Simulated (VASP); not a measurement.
Band structure of Dy (space group P6_3/mmc). Method: PBE GGA, VASP's PBE PAW potentials (set 64) (plane waves; VASP).

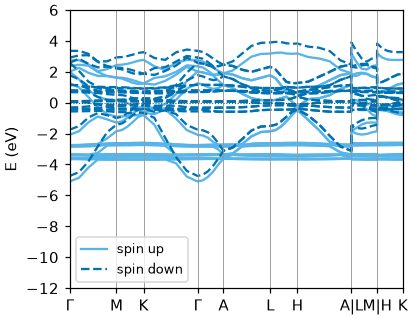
Bands along high-symmetry lines, zero at the valence-band maximum or, without a gap, the Fermi level

**Question.** Read the plot: is there a gap, and where are the band edges?

**Answer.** It has no gap at this level: it comes out as a metal or semimetal.

The structure is a typed Dy crystal. The cell was not relaxed at this level.
